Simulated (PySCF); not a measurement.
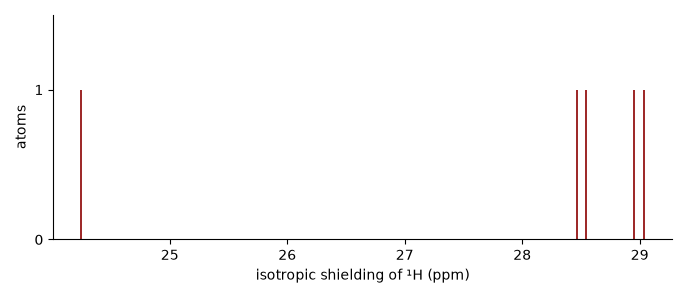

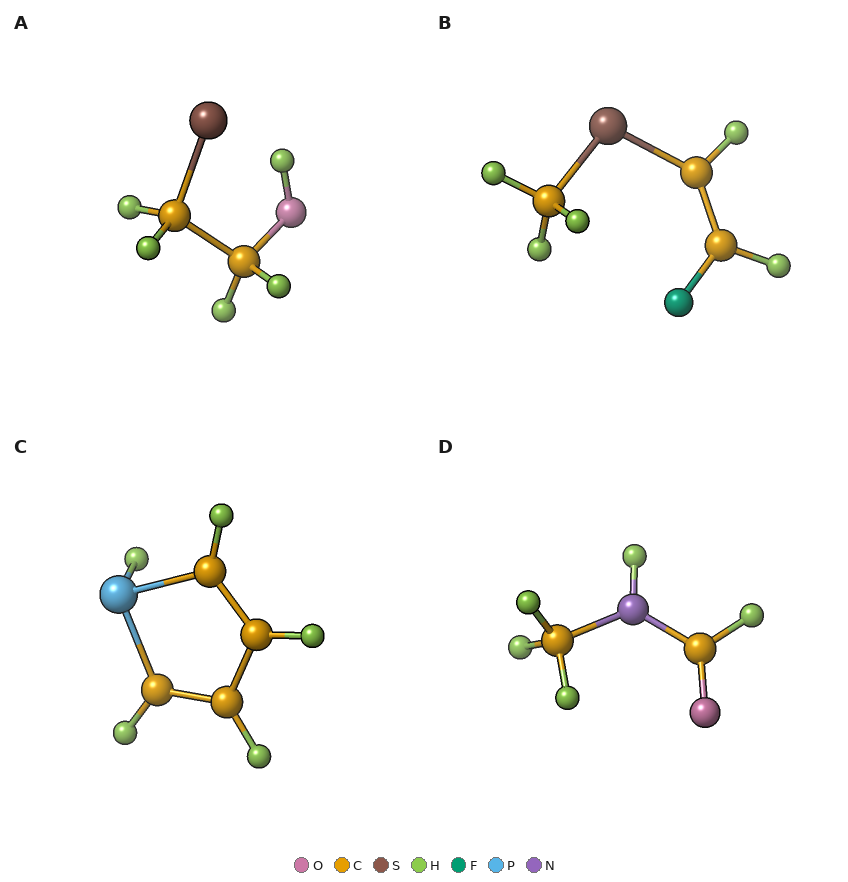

The sticks are computed shieldings of one of the molecules, for one fixed geometry (GFN2-xTB) without averaging over rotations. Low shielding means a high chemical shift. Method: GIAO PBE0/pcSseg-1 NMR shielding, non-relativistic, gas phase (PySCF 2.14.0).

Match the spectrum to a structure.

Answer. A, `OCC[S-]`. Its 5 H atoms give lines at 24.25, 28.47, 28.54, 28.95, 29.04 ppm.

The geometry is semi-empirical. Around P such bond lengths and angles can be off by a tenth of an ångström or more and by several degrees, and values that hang on the shape move with them.
